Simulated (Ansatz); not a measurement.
**CH₆OSSi: from a rough start to a minimum**

Aim: relax CH₆OSSi from a cheap starting geometry, check the end point by its vibrations and derive ideal-gas thermochemistry, and look at its orbitals and charge.

Method: RKS PBE0-D4/def2-TZVP; program: Ansatz 0.2.0, Gaussian basis.

The runs, in order: relaxation at PBE-D4/def2-SVP; relaxation at PBE0-D4/def2-TZVP; harmonic vibrations at the same level; a single point in def2-TZVPP for the fields.

## Step 1: Where the work starts

SMILES `C[SiH](O)S`, 10 atoms, charge 0, spin multiplicity 1.

Atoms are counted from 1 here; the program's logs count them from 0.

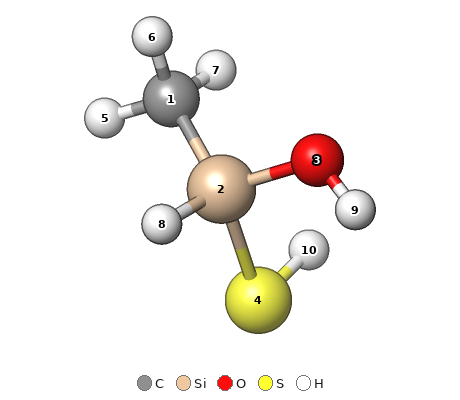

As it starts; carbon grey, silicon light orange, oxygen red, sulfur yellow, hydrogen white; atoms are numbered from 1 in the order of the file.

Coordinates:

```csv
atom,x (Å),y (Å),z (Å)
C1,-0.9372,0.8609,-0.3957
Si2,-0.0858,-0.5517,0.2658
O3,0.7311,-0.2279,1.6417
S4,1.4509,-1.1892,-1.1561
H5,-1.5070,0.6501,-1.3538
H6,-1.7342,1.2850,0.3024
H7,-0.2793,1.7388,-0.6183
H8,-0.9628,-1.6577,0.5324
H9,1.3635,-0.9215,1.9883
H10,2.0440,-0.0379,-1.2039
```

The start is a force-field geometry with small random shifts, so a cheaper pass at PBE-D4/def2-SVP comes first.

## Step 2: Relaxation at PBE-D4/def2-SVP (cheap first pass)

in.yaml reads:

```yaml
crystal:
  periodic: [false, false, false]
  atoms:
    - {symbol: C, position_ang: [-0.937200, 0.860900, -0.395700]}
    - {symbol: Si, position_ang: [-0.085800, -0.551700, 0.265800]}
    - {symbol: O, position_ang: [0.731100, -0.227900, 1.641700]}
    - {symbol: S, position_ang: [1.450900, -1.189200, -1.156100]}
    - {symbol: H, position_ang: [-1.507000, 0.650100, -1.353800]}
    - {symbol: H, position_ang: [-1.734200, 1.285000, 0.302400]}
    - {symbol: H, position_ang: [-0.279300, 1.738800, -0.618300]}
    - {symbol: H, position_ang: [-0.962800, -1.657700, 0.532400]}
    - {symbol: H, position_ang: [1.363500, -0.921500, 1.988300]}
    - {symbol: H, position_ang: [2.044000, -0.037900, -1.203900]}
basis:
  gaussian: {orbitals: def2-SVP}
hamiltonian: {xc: pbe, dispersion: d4}
relax: {f_tol: 0.03, max_steps: 200}
```

Command:

```
$ ansatz run in.yaml --threads 2 --pin off --events-out ev --progress --plain --max-ram 4352MiB
```

The program printed, cut to the lines that bear on the results:

```text
Functional definition: PBE
  name "PBE"
  cite "Perdew, Burke & Ernzerhof, Phys. Rev. Lett. 77, 3865 (1996) doi:10.1103/PhysRevLett.77.3865"
  parent pbe
[...]
1050 factors; their error is unknown
[...]
mean field -21875.81250948 eV, -803.9212817653 hartree, gradient 3.2e-5 eV, S^2 0.000000; 0 other end points of the search recorded, 0 dependent functions left out
[...]
reference -21875.81254296 eV, -803.9212829955 hartree; 25, 25 occupied and 69, 69 virtual orbitals, 1050 factors
relax step   1: F+E_penalty+E_count = -21876.02848584 eV  Δ(F+E_penalty+E_count) = +0.000e0 eV  max|allowed force component| = 2.618e0 eV/Å  Δτ_max = 0.0000 Å  (27 SCF iters, accepted)
[...]
relax step   6: F+E_penalty+E_count = -21876.44224404 eV  Δ(F+E_penalty+E_count) = -4.782e-4 eV  max|allowed force component| = 3.495e-2 eV/Å  Δτ_max = 0.0079 Å  (30 SCF iters, accepted)
[...]
relax step   7: F+E_penalty+E_count = -21876.44249673 eV  Δ(F+E_penalty+E_count) = -2.527e-4 eV  max|allowed force component| = 1.517e-2 eV/Å  Δτ_max = 0.0104 Å  (30 SCF iters, accepted)
1050 factors; their error is unknown
[...]
mean field -21876.23023492 eV, -803.9366328920 hartree, gradient 1.4e-5 eV, S^2 0.000000; 1 other end points of the search recorded, 0 dependent functions left out
[...]
reference -21876.23026840 eV, -803.9366341221 hartree; 25, 25 occupied and 69, 69 virtual orbitals, 1050 factors
Total energy: -21876.44253020 eV, -803.9444345995 hartree
Atom 0 at    -0.957353     0.918391    -0.372566 Å, force     0.004617    -0.013454     0.002186 eV/Å
Atom 1 at    -0.025641    -0.586723     0.234040 Å, force    -0.003421     0.003430     0.001362 eV/Å
Atom 2 at     0.688136    -0.114273     1.682485 Å, force    -0.001743     0.015173     0.006591 eV/Å
Atom 3 at     1.422864    -1.301031    -1.212710 Å, force    -0.000803    -0.003872     0.001306 eV/Å
Atom 4 at    -1.472919     0.697921    -1.327938 Å, force     0.000251     0.002339     0.001413 eV/Å
Atom 5 at    -1.712580     1.233548     0.376079 Å, force    -0.000022     0.003425    -0.001833 eV/Å
Atom 6 at    -0.261284     1.765975    -0.535044 Å, force    -0.002540     0.005453    -0.002535 eV/Å
Atom 7 at    -0.918594    -1.787386     0.403967 Å, force    -0.000149    -0.003671    -0.002222 eV/Å
Atom 8 at     1.271553    -0.782230     2.083773 Å, force     0.002419    -0.011723    -0.005769 eV/Å
Atom 9 at     2.049018    -0.095292    -1.329286 Å, force     0.001391     0.002900    -0.000500 eV/Å
Dipole moment:     0.016717     0.127169     0.095217 e Å
```

Run time: 12 s. Hardware: 2 threads of Arm Neoverse V2, shared host.

Step by step:

```csv
step,energy from step 1 (eV),largest force component (eV/Å)
1,0.0000,2.6182
2,-0.2917,1.5224
3,-0.3924,0.5490
4,-0.4078,0.2482
5,-0.4133,0.0439
6,-0.4138,0.0350
7,-0.4140,0.0152
```

Close pairs (by a distance rule), those that changed most:

```csv
bond,before (Å),after (Å),change (Å)
C1–Si2,1.777,1.871,+0.094
Si2–H8,1.436,1.506,+0.069
S4–H10,1.296,1.364,+0.068
Si2–O3,1.633,1.682,+0.050
C1–H6,1.141,1.109,-0.032
O3–H9,1.001,0.973,-0.027
C1–H5,1.134,1.108,-0.027
Si2–S4,2.189,2.168,-0.020
```

## Step 3: Relaxation at PBE0-D4/def2-TZVP

in.yaml reads:

```yaml
crystal:
  periodic: [false, false, false]
  atoms:
    - {symbol: C, position_ang: [-0.957353, 0.918391, -0.372566]}
    - {symbol: Si, position_ang: [-0.025641, -0.586723, 0.234040]}
    - {symbol: O, position_ang: [0.688136, -0.114273, 1.682485]}
    - {symbol: S, position_ang: [1.422864, -1.301031, -1.212710]}
    - {symbol: H, position_ang: [-1.472919, 0.697921, -1.327938]}
    - {symbol: H, position_ang: [-1.712580, 1.233548, 0.376079]}
    - {symbol: H, position_ang: [-0.261284, 1.765975, -0.535044]}
    - {symbol: H, position_ang: [-0.918594, -1.787386, 0.403967]}
    - {symbol: H, position_ang: [1.271553, -0.782230, 2.083773]}
    - {symbol: H, position_ang: [2.049018, -0.095292, -1.329286]}
basis:
  gaussian: {orbitals: def2-TZVP}
hamiltonian: {xc: pbe0, dispersion: d4}
relax: {f_tol: 0.005, max_steps: 150}
```

Launched as before.

The program printed, cut to the lines that bear on the results:

```text
Functional definition: PBE0
  name "PBE0"
  cite "Adamo & Barone, J. Chem. Phys. 110, 6158 (1999) doi:10.1063/1.478522"
  cite "Perdew, Burke & Ernzerhof, Phys. Rev. Lett. 77, 3865 (1996) doi:10.1103/PhysRevLett.77.3865"
  parent pbe
[...]
1134 factors; their error is unknown
[...]
mean field -21888.73076022 eV, -804.3960187233 hartree, gradient 1.3e-5 eV, S^2 0.000000; 0 other end points of the search recorded, 0 dependent functions left out
[...]
reference -21888.73078962 eV, -804.3960198039 hartree; 25, 25 occupied and 147, 147 virtual orbitals, 1134 factors
relax step   1: F+E_penalty+E_count = -21888.91070764 eV  Δ(F+E_penalty+E_count) = +0.000e0 eV  max|allowed force component| = 8.176e-1 eV/Å  Δτ_max = 0.0000 Å  (27 SCF iters, accepted)
[...]
Atom 0 at    -0.953409     0.912915    -0.368439 Å, force    -0.000603     0.001270    -0.000186 eV/Å
Atom 1 at    -0.031711    -0.579071     0.226523 Å, force     0.000346     0.000216    -0.000599 eV/Å
Atom 2 at     0.661082    -0.139145     1.653423 Å, force     0.000759    -0.000532     0.001594 eV/Å
Atom 3 at     1.417168    -1.286259    -1.182570 Å, force    -0.000597    -0.000486    -0.000121 eV/Å
Atom 4 at    -1.481660     0.692266    -1.297872 Å, force     0.000261    -0.000348    -0.000174 eV/Å
Atom 5 at    -1.681638     1.230231     0.382151 Å, force     0.000123    -0.000115    -0.000397 eV/Å
Atom 6 at    -0.267473     1.743848    -0.548651 Å, force    -0.000200    -0.000666     0.000311 eV/Å
Atom 7 at    -0.914792    -1.764534     0.386845 Å, force     0.000082    -0.000083    -0.000140 eV/Å
Atom 8 at     1.285072    -0.756357     2.039201 Å, force    -0.000216     0.000418    -0.000198 eV/Å
Atom 9 at     2.050562    -0.104994    -1.287811 Å, force     0.000045     0.000326    -0.000089 eV/Å
Dipole moment:     0.016836     0.119217     0.078238 e Å
```

Run time: 32 s. Hardware: 2 threads of Arm Neoverse V2, shared host.

Relaxation path:

```csv
step,energy from step 1 (eV),largest force component (eV/Å)
1,0.0000,0.8176
2,-0.0468,0.4205
3,-0.0556,0.1056
4,-0.0557,0.0911
5,-0.0568,0.0360
6,-0.0570,0.0237
7,-0.0570,0.0052
8,-0.0570,0.0016
```

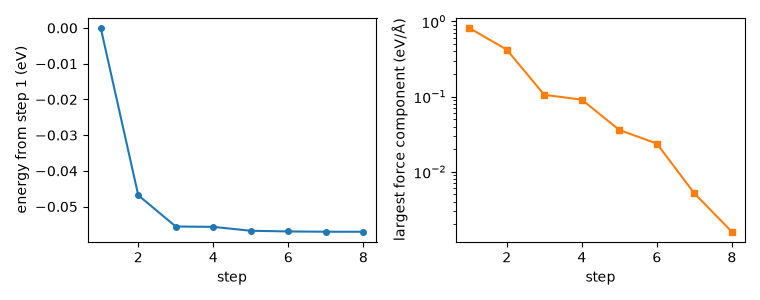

Energy and largest force along the relaxation.

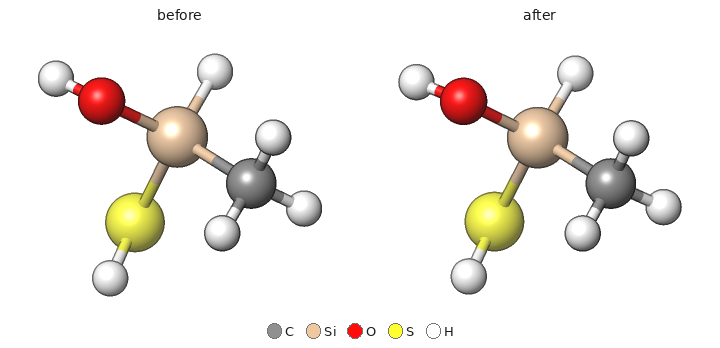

Before and after, at one scale.

Close pairs (by a distance rule), those that changed most:

```csv
bond,before (Å),after (Å),change (Å)
Si2–O3,1.682,1.646,-0.036
Si2–S4,2.168,2.141,-0.027
C1–Si2,1.871,1.852,-0.019
S4–H10,1.364,1.344,-0.019
Si2–H8,1.506,1.487,-0.019
C1–H7,1.109,1.092,-0.016
C1–H6,1.109,1.093,-0.016
C1–H5,1.108,1.092,-0.016
```

Mulliken charges at the end point, from the run's report:

```csv
atom,value (e)
C1,-0.48
Si2,0.46
O3,-0.51
S4,-0.34
H5,0.15
H6,0.15
H7,0.14
H8,-0.05
H9,0.33
H10,0.17
```

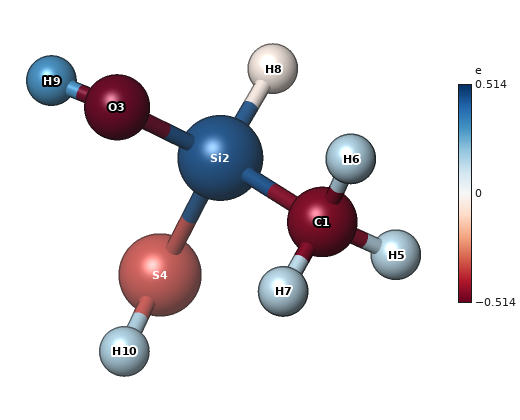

Mulliken charges at the end point, from the run's report, as colours on the atoms.

## Step 4: Harmonic vibrations

in.yaml reads:

```yaml
crystal:
  periodic: [false, false, false]
  atoms:
    - {symbol: C, position_ang: [-0.953409, 0.912915, -0.368439]}
    - {symbol: Si, position_ang: [-0.031711, -0.579071, 0.226523]}
    - {symbol: O, position_ang: [0.661082, -0.139145, 1.653423]}
    - {symbol: S, position_ang: [1.417168, -1.286259, -1.182570]}
    - {symbol: H, position_ang: [-1.481660, 0.692266, -1.297872]}
    - {symbol: H, position_ang: [-1.681638, 1.230231, 0.382151]}
    - {symbol: H, position_ang: [-0.267473, 1.743848, -0.548651]}
    - {symbol: H, position_ang: [-0.914792, -1.764534, 0.386845]}
    - {symbol: H, position_ang: [1.285072, -0.756357, 2.039201]}
    - {symbol: H, position_ang: [2.050562, -0.104994, -1.287811]}
basis:
  gaussian: {orbitals: def2-TZVP}
hamiltonian: {xc: pbe0, dispersion: d4}
phonons: {temperatures: {t_min: 298.15, t_max: 900, t_step: 200}}
```

Same command.

The program printed, cut to the lines that bear on the results:

```text
Functional definition: PBE0
  name "PBE0"
  cite "Adamo & Barone, J. Chem. Phys. 110, 6158 (1999) doi:10.1063/1.478522"
  cite "Perdew, Burke & Ernzerhof, Phys. Rev. Lett. 77, 3865 (1996) doi:10.1103/PhysRevLett.77.3865"
  parent pbe
[...]
1134 factors; their error is unknown
[...]
mean field -21888.78641041 eV, -804.3980638303 hartree, gradient 7.3e-5 eV, S^2 0.000000; 0 other end points of the search recorded, 0 dependent functions left out
[...]
reference -21888.78643959 eV, -804.3980649028 hartree; 25, 25 occupied and 147, 147 virtual orbitals, 1134 factors
[...]
1134 factors; their error is unknown
mean field -21888.78623959 eV, -804.3980575528 hartree, gradient 2.2e-6 eV, S^2 0.000000; 0 other end points of the search recorded, 0 dependent functions left out
[...]
reference -21888.78626878 eV, -804.3980586253 hartree; 25, 25 occupied and 147, 147 virtual orbitals, 1134 factors
[...]
Atom 2 at     0.661082    -0.139145     1.653423 Å, force     0.000722    -0.000556     0.001542 eV/Å
Atom 3 at     1.417168    -1.286259    -1.182570 Å, force    -0.000584    -0.000505    -0.000117 eV/Å
Atom 4 at    -1.481660     0.692266    -1.297872 Å, force     0.000238    -0.000347    -0.000189 eV/Å
Atom 5 at    -1.681638     1.230231     0.382151 Å, force     0.000107    -0.000107    -0.000390 eV/Å
Atom 6 at    -0.267473     1.743848    -0.548651 Å, force    -0.000206    -0.000672     0.000314 eV/Å
Atom 7 at    -0.914792    -1.764534     0.386845 Å, force     0.000082    -0.000092    -0.000135 eV/Å
Atom 8 at     1.285072    -0.756357     2.039201 Å, force    -0.000201     0.000411    -0.000189 eV/Å
Atom 9 at     2.050562    -0.104994    -1.287811 Å, force     0.000034     0.000337    -0.000091 eV/Å
Dipole moment:     0.016835     0.119214     0.078239 e Å
Vibrations: 149.99 167.69 220.41 233.32 270.03 324.20 488.57 619.06 701.99 743.91 791.15 841.55 863.41 904.98 937.96 1278.89 1443.95 1445.24 2215.86 2704.38 3054.63 3139.48 3149.16 3915.86 cm⁻¹, zero-point energy 1.897310 eV
```

Wall time 2.5 min (2 threads of Arm Neoverse V2, shared host).

Motions are named by where the mode's potential energy lies. Wavenumbers, unscaled:

```csv
mode,cm⁻¹,motion
1,150,torsion
2,168,bend with torsion
3,220,bend with torsion
4,233,torsion
5,270,torsion with bend
6,324,torsion
7,489,Si–S stretch
8,619,bend
9,702,Si–C stretch with bend
10,744,bend with Si–C stretch
11,791,bend
12,842,bend with Si–O stretch
13,863,bend
14,905,bend with torsion
15,938,bend with Si–O stretch
16,1279,bend
17,1444,bend
18,1445,bend
19,2216,Si–H stretch
20,2704,S–H stretch
21,3055,C–H stretch
22,3139,C–H stretch
23,3149,C–H stretch
24,3916,O–H stretch
```

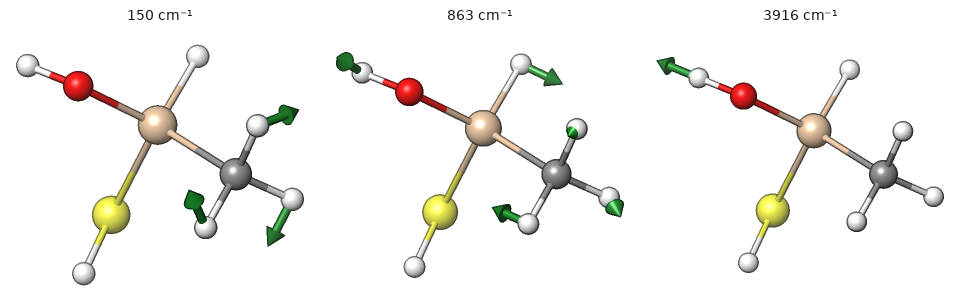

How the atoms move in 3 of the modes.

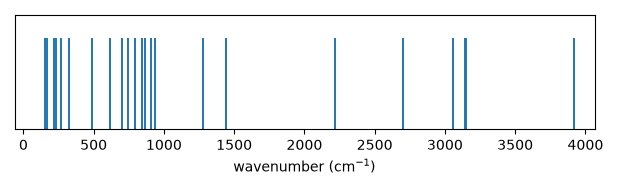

The harmonic wavenumbers as sticks (no intensities were computed).

Ideal gas, rigid rotor and harmonic oscillator at 298.15 K and 1 bar, with symmetry number 1:

```csv
term,value
zero-point energy,43.8 kcal/mol
H(298) − E,48.7 kcal/mol
"entropy, translation",165.5 J/(mol K)
"entropy, rotation",110.4 J/(mol K)
"entropy, vibration",60.1 J/(mol K)
"entropy, total",336.0 J/(mol K)
```

## Step 5: A single point for the fields

Changes to in.yaml since step 4:

```diff
@@ -14,4 +14,4 @@
 basis:
-  gaussian: {orbitals: def2-TZVP}
+  gaussian: {orbitals: def2-TZVPP}
 hamiltonian: {xc: pbe0, dispersion: d4}
-phonons: {temperatures: {t_min: 298.15, t_max: 900, t_step: 200}}
+output: {orbitals: {seedname: orbitals}}
```

Same command.

The program printed:

```text
Functional definition: PBE0
  name "PBE0"
  cite "Adamo & Barone, J. Chem. Phys. 110, 6158 (1999) doi:10.1063/1.478522"
  cite "Perdew, Burke & Ernzerhof, Phys. Rev. Lett. 77, 3865 (1996) doi:10.1103/PhysRevLett.77.3865"
  parent pbe
  parameter a = 0.25
  parameter kappa = 0.804
  parameter beta = 0.06672455060314922
  exchange = (1 - a)*pbe_x(kappa = kappa, mu = beta*pi^2/3) + a*exact_x
  correlation = pbe_c(beta = beta)
1291 factors; their error is unknown
mean field evaluation 1: about -21880.1151 eV, gradient 6.8e1 eV
mean field evaluation 2: about -21871.0400 eV, gradient 9.5e1 eV
mean field evaluation 4: about -21888.8207 eV, gradient 4.1e0 eV
mean field evaluation 8: about -21888.8540 eV, gradient 4.6e-2 eV
mean field evaluation 16: about -21888.8812 eV, gradient 2.5e-5 eV
mean field -21888.88116486 eV, -804.4015459922 hartree, gradient 2.5e-5 eV, S^2 0.000000; 0 other end points of the search recorded, 0 dependent functions left out
reference -21888.88119461 eV, -804.4015470852 hartree; 25, 25 occupied and 205, 205 virtual orbitals, 1291 factors
Total energy: -21889.06253870 eV, -804.4082113577 hartree
```

Run time: 3.8 s. Hardware: 2 threads of Arm Neoverse V2, shared host; peak memory 0.52 GiB.

The fields below are evaluated on a grid from the run's orbitals.

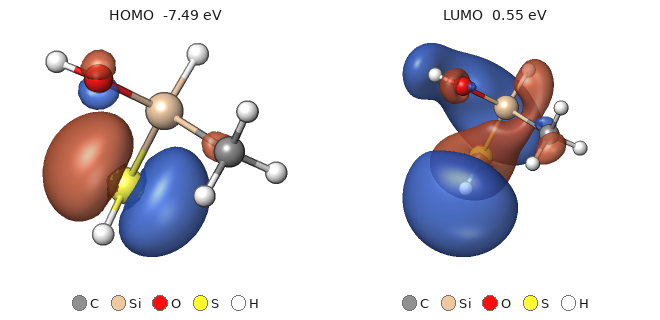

Frontier orbitals at PBE0-D4/def2-TZVPP; each surface holds 70 % of the orbital's density, blue and red mark the sign.

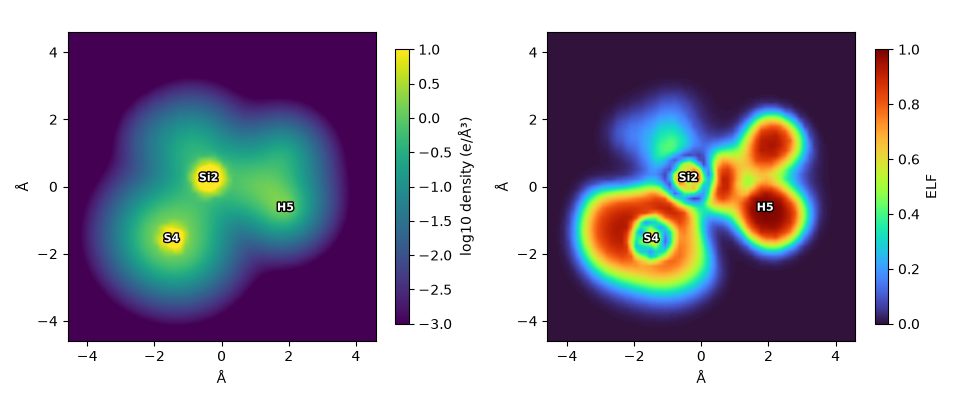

Density (left) and ELF (right) in a plane through or near 3 of the atoms.

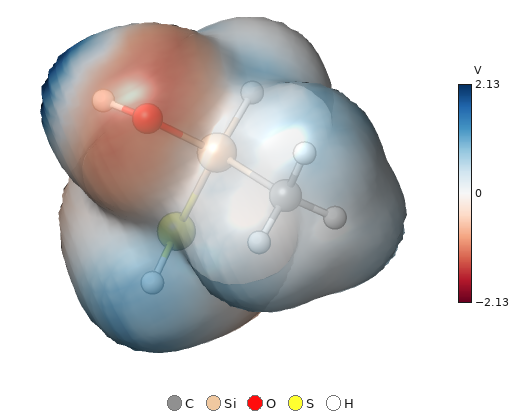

The potential that a unit positive charge feels on the 0.002 e/bohr³ surface, from the 1st to the 99th percentile, from -1.10 V near O3 to 2.13 V near H9.

## Step 6: Outcome

| quantity | value |
| --- | --- |
| point group | C1 |
| steps | 7 + 8 |
| shift from the start (rms) | 0.118 Å |
| total energy | -21888.9678 eV |
| dispersion term | -181 meV |
| dipole moment | 0.69 D |
| lowest, highest wavenumber | 150, 3916 cm⁻¹ |
| zero-point energy | 43.8 kcal/mol |
| entropy at 298.15 K | 336.0 J/(mol K) |
| HOMO, LUMO | -7.49, 0.55 eV |

What this shows: The atoms moved 0.12 Å (rms) from the start; the bond that changed most is C1–Si2, from 1.777 to 1.852 Å. All wavenumbers are real, so the end point is a minimum. The stiffest mode, 3916 cm⁻¹, is an O–H stretch, and 2 modes under 200 cm⁻¹ make the vibrational entropy uncertain. Harmonic hybrid wavenumbers usually lie a few per cent above measured fundamentals. The largest Mulliken charge, -0.51 e, sits on O3. The HOMO lies mostly on S4 77 %; H10 10 % and the LUMO on H10 38 %; S4 33 %.
